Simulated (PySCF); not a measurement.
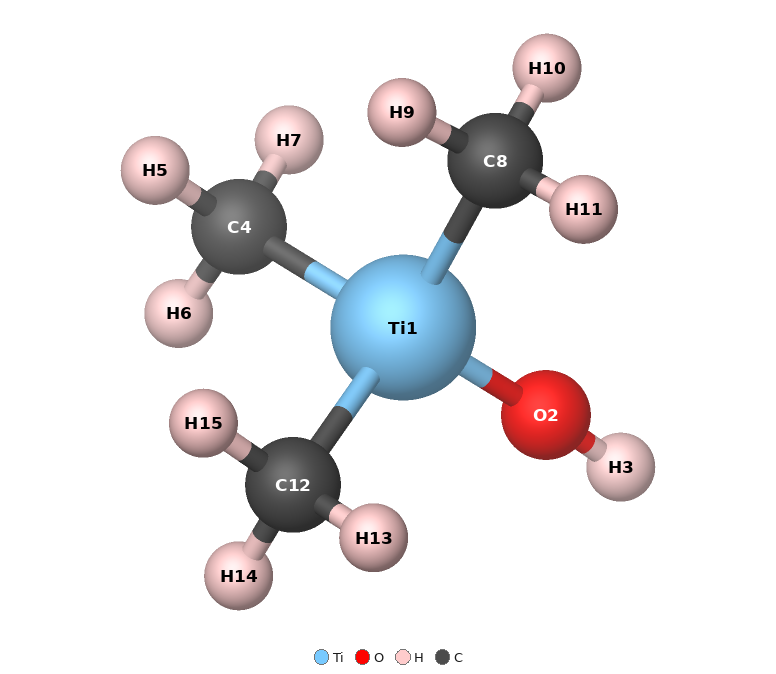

Charge 0, singlet. The geometry was computed by an optimisation with PBE0-D3(BJ)/def2-SVP. No frequency run is at hand to confirm it as a minimum. Properties computed with delta-SCF UKS SCAN, pcX-2 on the ionised atom (unc-x2c-TZVPall on a metal), pcseg-1 elsewhere, spin-free X2C (PySCF 2.14.0).

Give the core-electron binding energies (to vacuum; p and d levels without spin–orbit splitting) of Ti1 2p, O2 1s, C4 1s.

| atom | level | binding energy (eV) |
| --- | --- | --- |
| Ti1 | 2p | 463.8 |
| O2 | 1s | 537.8 |
| C4 | 1s | 289.1 |
